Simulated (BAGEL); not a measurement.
**GeBrF2 (SMILES [F][Ge]([F])[Br]) at UHF/3-21G (density fitting with qzvpp-jkfit)**

What is the vertical electron affinity of GeBrF2 at UHF/3-21G (density fitting with qzvpp-jkfit)? 

The calculation is run with BAGEL 1.2.2.

3 further runs of the same task are left out: 3 set aside as unsound or not needed.

## (1) The molecule

GeBrF2: 4 atoms, total charge 0, spin state doublet. As SMILES, `[F][Ge]([F])[Br]`. The shape is that of a PBE0-D4/def2-TZVP optimisation.

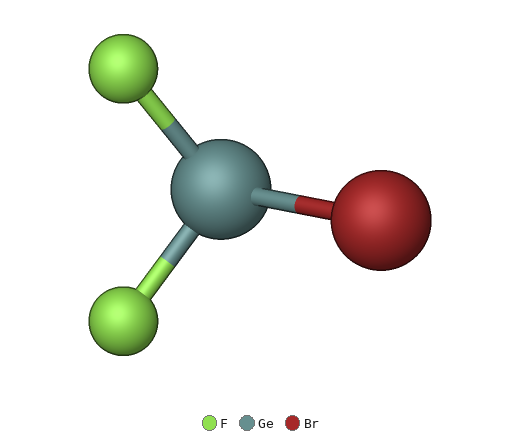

Viewed from a chosen angle; fluorine green, germanium teal, bromine red.

## (2) The energy at UHF/3-21G (density fitting with qzvpp-jkfit)

The input, input.json:

```json
{ "bagel" : [

{
  "title" : "molecule",
  "basis" : "3-21g",
  "df_basis" : "qzvpp-jkfit",
  "angstrom" : "true",
  "geometry" : [
    { "atom" : "F", "xyz" : [    1.069500,    0.798500,    0.998700 ] },
    { "atom" : "Ge", "xyz" : [   -0.237900,   -0.184000,    0.443600 ] },
    { "atom" : "F", "xyz" : [    0.543700,   -1.585500,   -0.194900 ] },
    { "atom" : "Br", "xyz" : [   -1.319700,    0.910900,   -1.267700 ] }
  ]
},
{
  "title" : "uhf",
  "nopen" : 1
},
{
  "title" : "print",
  "file" : "orbitals.molden",
  "orbitals" : "true"
}

]}
```

Launch:

```console
$ BAGEL_NUM_THREADS=1 BAGEL input.json > input.out
```

Output:

```text
* using 1 threads per process

  ===============================================================
  ===============================================================

  *** Geometry ***

  { "atom" : "F", "xyz" : [      2.021062,      1.508946,      1.887269 ] },
  { "atom" : "Ge", "xyz" : [     -0.449566,     -0.347710,      0.838283 ] },
  { "atom" : "F", "xyz" : [      1.027444,     -2.996161,     -0.368308 ] },
  { "atom" : "Br", "xyz" : [     -2.493872,      1.721352,     -2.395606 ] },

  Number of auxiliary basis functions:      686

  Since a DF basis is specified, we compute 2- and 3-index integrals:
    o Being stored without compression. Storage requirement is 0.021 GB

  Number of basis functions:       62
  Number of electrons      :       85

    * METHOD: MOLECULE                             0.34

  *** Open-shell HF ***

  === Nuclear Repulsion ===
   550.9426008351

      * DIIS with orbital gradients will be used.

  === UHF iteration (3-21g) ===
      0      -4823.09513042          0.04515053           0.23
      1      -4823.23389787          0.02916861           0.23
      2      -4823.27506203          0.01739528           0.23
      3      -4823.29593912          0.00079304           0.23
      4      -4823.29640256          0.00027564           0.23
      5      -4823.29646247          0.00007591           0.23
      6      -4823.29646893          0.00002908           0.23
      7      -4823.29647114          0.00001281           0.23
      8      -4823.29647160          0.00000568           0.23
      9      -4823.29647167          0.00000179           0.23
     10      -4823.29647167          0.00000063           0.23
     11      -4823.29647167          0.00000037           0.23
     12      -4823.29647167          0.00000020           0.23
     13      -4823.29647167          0.00000010           0.23
     14      -4823.29647167          0.00000005           0.23
     15      -4823.29647167          0.00000003           0.23
     16      -4823.29647167          0.00000002           0.23
     17      -4823.29647167          0.00000001           0.23
    * SCF iteration converged.

    * S^2 (UHF) is 0.7587

    * Permanent dipole moment:
           (    0.781453,     0.187926,    -0.720189) a.u.

    * METHOD: UHF                                  4.38

    * METHOD: PRINT                                0.01

  ===============================================================
```

Run time: 5.1 s. Hardware: 1 thread of Arm Neoverse V2, shared host; peak memory 0.14 GiB.

## (3) The singlet anion, same level

input.json: that of step 2 with these lines changed.

```diff
@@ -15,4 +15,4 @@
 {
-  "title" : "uhf",
-  "nopen" : 1
+  "title" : "hf",
+  "charge" : -1
 },
```

Launch:

```console
$ BAGEL_NUM_THREADS=1 BAGEL input.json > input.out
```

Output:

```text
* using 1 threads per process

  ===============================================================
  ===============================================================

  *** Geometry ***

  { "atom" : "F", "xyz" : [      2.021062,      1.508946,      1.887269 ] },
  { "atom" : "Ge", "xyz" : [     -0.449566,     -0.347710,      0.838283 ] },
  { "atom" : "F", "xyz" : [      1.027444,     -2.996161,     -0.368308 ] },
  { "atom" : "Br", "xyz" : [     -2.493872,      1.721352,     -2.395606 ] },

  Number of auxiliary basis functions:      686

  Since a DF basis is specified, we compute 2- and 3-index integrals:
    o Being stored without compression. Storage requirement is 0.021 GB

  Number of basis functions:       62
  Number of electrons      :       85

    * METHOD: MOLECULE                             0.34

  *** RHF ***

  === Nuclear Repulsion ===
   550.9426008351

      * DIIS with orbital gradients will be used.

  === RHF iteration (3-21g) ===
      0      -4823.17259611          0.02291349           0.12
      1      -4823.30387150          0.01383255           0.11
      2      -4823.35599351          0.00086893           0.11
      3      -4823.35730996          0.00029658           0.11
      4      -4823.35748922          0.00009539           0.11
      5      -4823.35750696          0.00001558           0.11
      6      -4823.35750729          0.00000338           0.11
      7      -4823.35750730          0.00000059           0.11
      8      -4823.35750730          0.00000021           0.11
      9      -4823.35750730          0.00000005           0.11
     10      -4823.35750730          0.00000001           0.11
    * SCF iteration converged.

    * Permanent dipole moment:
           (    0.211704,    -0.296639,     0.499124) a.u.

    * METHOD: HF                                   1.49

    * METHOD: PRINT                                0.01

  ===============================================================
```

Wall time 2 s (1 thread of Arm Neoverse V2, shared host); peak memory 0.14 GiB.

## (4) What came out

Level: UHF/3-21G (density fitting with qzvpp-jkfit).

```
                                                            quantity           value
                                        doublet GeBrF2: total energy  -4823.29647 Eh
                                       doublet GeBrF2: dipole moment          2.74 D
                                                doublet GeBrF2: ⟨S²⟩           0.759
                                         singlet anion: total energy  -4823.35751 Eh
                                          singlet anion: HOMO energy        -2.28 eV
                                          singlet anion: LUMO energy         9.95 eV
singlet anion: HOMO–LUMO gap (to an unbound level, set by the basis)        12.23 eV
                   vertical electron affinity (to the singlet anion)        1.661 eV
```

What this shows: At fixed nuclei the extra electron is bound by 1.66 eV (38 kcal/mol).
